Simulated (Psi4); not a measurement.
**SiH3O (SMILES O[SiH2]) at UCCSD/6-311G(d,p) (sfX2C)**

What is the electrostatic solvation energy at fixed shape (C-PCM, toluene) of SiH3O at UCCSD/6-311G** (sfX2C)? 

The calculation is run with Psi4 1.11.

7 further runs of the same task are left out: 3 that didn't finish, 4 set aside as unsound or not needed.

## (1) The structure to begin with

SiH3O has 5 atoms, charge 0, and is taken as a doublet. As SMILES, `O[SiH2]`. The coordinates come from a GFN2-xTB relaxation. This is one conformer, not always the lowest.

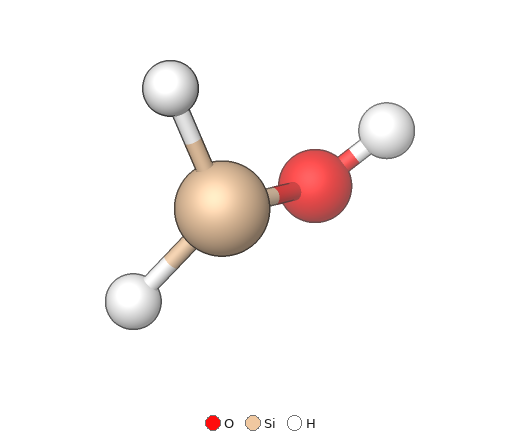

Viewed from a chosen angle; oxygen red, silicon light orange, hydrogen white.

## (2) A single-point energy at UCCSD/6-311G(d,p) (sfX2C)

h3osi.inp

```
memory 1.6 GB

molecule molecule1 {
  0 2
  O      0.557310    -0.433760     0.798460
  Si     0.001930     0.341950    -0.533940
  H      0.725690    -1.370660     0.814800
  H     -1.244820    -0.253580    -1.000760
  H     -0.040110     1.716040    -0.078560
  symmetry c1
}

set {
  basis        6-311G**
  reference    uhf
  scf_type     pk
  freeze_core  true
  relativistic x2c
}

result, w = energy('ccsd', return_wfn=True)
print_variables()
```

Launch:

```console
$ psi4 h3osi.inp h3osi.out -n 1
```

h3osi.out:

```text
[...]
  Running in c1 symmetry.
[...]
  Nuclear repulsion =   58.013667488630723
[...]
  Multiplicity = 2
[...]
  Nalpha       = 13
  Nbeta        = 12
[...]
    Number of basis functions: 62
[...]
    WARNING: The X2C and Dirac Hamiltonians have substatially different eigenvalues!
             This is probably caused by the recontraction of the basis set.
[...]
   @UHF iter   1:  -366.07772298489363   -6.42752e-01   7.58729e-03 DIIS/ADIIS
[...]
   @UHF iter  13:  -366.16614497215625   -3.35376e-12   8.06062e-09 DIIS
[...]
   @S^2 Observed:                7.531701266E-01
[...]
    Orbital Energies [Eh]
    ---------------------
    Alpha Occupied:
       1A    -68.932816     2A    -20.561224     3A     -6.168232
       4A     -4.253923     5A     -4.245400     6A     -4.244256
       7A     -1.346596     8A     -0.768821     9A     -0.639032
      10A     -0.560545    11A     -0.547109    12A     -0.479476
      13A     -0.317042
    Alpha Virtual:
      14A      0.105847    15A      0.167654    16A      0.178514
      17A      0.193005    18A      0.251066    19A      0.266473
      20A      0.358009    21A      0.417091    22A      0.504130
      23A      0.571247    24A      0.604922    25A      0.777583
[...]
  @UHF Final Energy:  -366.16614497215625
   => Energetics <=
    Nuclear Repulsion Energy =             58.0136674886307233
    One-Electron Energy =                -622.7168578377747963
    Two-Electron Energy =                 198.5370453769878054
    Total Energy =                       -366.1661449721562462
  UHF NO Occupations:
  HONO-2 :   11  A 1.9997678
  HONO-1 :   12  A 1.9987734
[...]
 Multipole Moments:
 ------------------------------------------------------------------------------------
     Multipole            Electronic (a.u.)      Nuclear  (a.u.)        Total (a.u.)
 ------------------------------------------------------------------------------------
 L = 1.  Multiply by 2.5417464519 to convert [e a0] to [Debye]
 Dipole X            :          1.0386506           -1.0292716            0.0093790
 Dipole Y            :         -0.4138833           -0.0729633           -0.4868467
 Dipole Z            :         -0.3187669           -0.1087869           -0.4275538
 Magnitude           :                                                    0.6480045
[...]
      * MP2 total energy                      = -366.456303748348603
[...]
      * CCSD total energy                     = -366.477140548481145
[...]
```

Run time: 23 s. Hardware: 1 thread of AMD EPYC 9B14 (Zen 4), shared host; peak memory 0.31 GiB.

## (3) The energy at UCCSD/6-311G(d,p) (sfX2C, C-PCM toluene)

h3osi.in

```
memory 1.6 GB

molecule {
  0 2
  O      0.557310    -0.433760     0.798460
  Si     0.001930     0.341950    -0.533940
  H      0.725690    -1.370660     0.814800
  H     -1.244820    -0.253580    -1.000760
  H     -0.040110     1.716040    -0.078560
  symmetry c1
}

set {
  basis 6-311G**
  reference uhf
  scf_type pk
  freeze_core true
  relativistic x2c
  pcm true
}

pcm = {
  Units = Angstrom
  Medium {
    SolverType = CPCM
    Solvent = Toluene
  }
  Cavity {
    Type = GePol
    RadiiSet = UFF
    Scaling = False
    Area = 0.4
    Mode = Implicit
  }
}

e = energy("ccsd")
```

Launch:

```console
$ psi4 -n 1 h3osi.in h3osi.out
```

h3osi.out:

```text
[...]
  Running in c1 symmetry.
[...]
  Nuclear repulsion =   58.013667488630723
[...]
  Multiplicity = 2
[...]
  Nalpha       = 13
  Nbeta        = 12
[...]
    Number of basis functions: 62
[...]
    WARNING: The X2C and Dirac Hamiltonians have substatially different eigenvalues!
             This is probably caused by the recontraction of the basis set.
[...]
   @UHF iter   1:  -366.08490573030093   -6.48900e-01   7.50221e-03 DIIS/ADIIS
[...]
   @UHF iter  13:  -366.17063599369385   -3.86535e-12   7.99239e-09 DIIS
[...]
   @S^2 Observed:                7.530957618E-01
[...]
    Orbital Energies [Eh]
    ---------------------
    Alpha Occupied:
       1A    -68.930138     2A    -20.559936     3A     -6.165413
       4A     -4.251083     5A     -4.242537     6A     -4.241393
       7A     -1.345504     8A     -0.766826     9A     -0.636366
      10A     -0.560603    11A     -0.546606    12A     -0.477700
      13A     -0.313166
    Alpha Virtual:
      14A      0.112647    15A      0.171109    16A      0.180478
      17A      0.202968    18A      0.252851    19A      0.268102
      20A      0.362421    21A      0.420508    22A      0.506427
      23A      0.575389    24A      0.607484    25A      0.781139
[...]
  @UHF Final Energy:  -366.17063599369385
   => Energetics <=
    Nuclear Repulsion Energy =             58.0136674886307233
    One-Electron Energy =                -622.7228607772503892
    Two-Electron Energy =                 198.5433255553167555
    PCM Polarization Energy =              -0.0047682603909509
    Total Energy =                       -366.1706359936938497
  UHF NO Occupations:
  HONO-2 :   11  A 1.9997840
[...]
 Multipole Moments:
 ------------------------------------------------------------------------------------
     Multipole            Electronic (a.u.)      Nuclear  (a.u.)        Total (a.u.)
 ------------------------------------------------------------------------------------
 L = 1.  Multiply by 2.5417464519 to convert [e a0] to [Debye]
 Dipole X            :          1.0358544           -1.0292716            0.0065828
 Dipole Y            :         -0.4709660           -0.0729633           -0.5439293
 Dipole Z            :         -0.3804493           -0.1087869           -0.4892362
 Magnitude           :                                                    0.7316109
[...]
      * MP2 total energy                      = -366.460201418615384
[...]
      * CCSD total energy                     = -366.481025590646027
[...]
```

Wall time 21 s (1 thread of AMD EPYC 9B14 (Zen 4), shared host); peak memory 0.32 GiB.

## (4) Outcome

Level: UCCSD/6-311G** (sfX2C), 6 core orbitals frozen.

| quantity | value |
| --- | --- |
| gas phase: total energy | -366.47714 Eh |
| gas phase: HOMO energy (Hartree–Fock orbitals) (highest over α and β) | -8.63 eV |
| gas phase: LUMO energy (Hartree–Fock orbitals) (lowest over α and β) | 1.68 eV |
| gas phase: correlation energy (6 core orbitals frozen) | -311.0 mEh |
| gas phase: ⟨S²⟩ of the reference determinant | 0.753 |
| gas phase: T1 diagnostic | 0.020 |
| C-PCM, toluene: total energy | -366.48103 Eh |
| C-PCM, toluene: HOMO energy (Hartree–Fock orbitals) (highest over α and β) | -8.52 eV |
| C-PCM, toluene: LUMO energy (Hartree–Fock orbitals) (lowest over α and β) | 1.81 eV |
| C-PCM, toluene: correlation energy (6 core orbitals frozen) | -310.4 mEh |
| C-PCM, toluene: solvent term in the energy | -12.5 kJ/mol |
| C-PCM, toluene: ⟨S²⟩ of the reference determinant | 0.753 |
| C-PCM, toluene: T1 diagnostic | 0.019 |
| energy change from gas to solvent at fixed shape | -0.106 eV |

What this shows: The solvent model (C-PCM, toluene) lowers the energy by 0.11 eV (−10.2 kJ/mol) at the same shape. It holds the electrostatic part alone, without cavity or dispersion terms.
